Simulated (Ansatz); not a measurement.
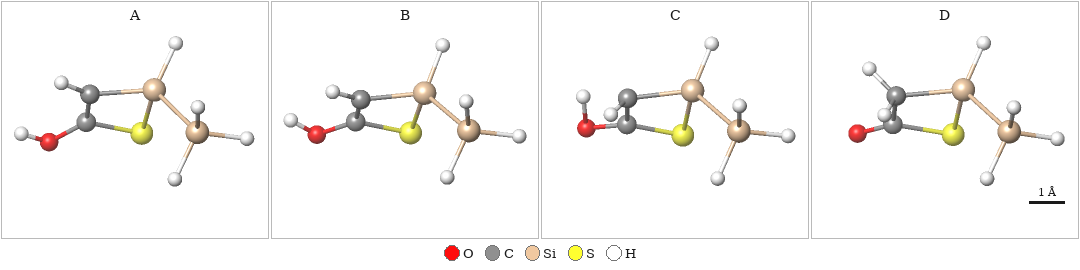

4 geometries from a converged minimum-energy path of C2H6OSSi2, shuffled. The picture is a ball-and-stick view, seen at a tilt.

Theory: RKS PBE/def2-SVP in Ansatz 0.2.0. Run with 5 movable images; climbing image; force threshold 0.05 eV/Å; iteration limit 60; starting path through a guess of the saddle point.

Question: One of them is the converged climbing image. Which?

Answer: C. In order along the path, whose images run from 0 to 6: D (image 1, +3.8 kcal/mol), C (image 3, +67.7 kcal/mol), B (image 5, +22.9 kcal/mol), A (image 6, +21.6 kcal/mol). A hydrogen atom shifts from one atom to another. Breaking: C–H (1.11 → 2.56 Å). Forming: H–O (2.88 → 0.98 Å).

The run took 3.3 min on 2 threads of Arm Neoverse V1, with other jobs on the host, peak memory 0.18 GiB.
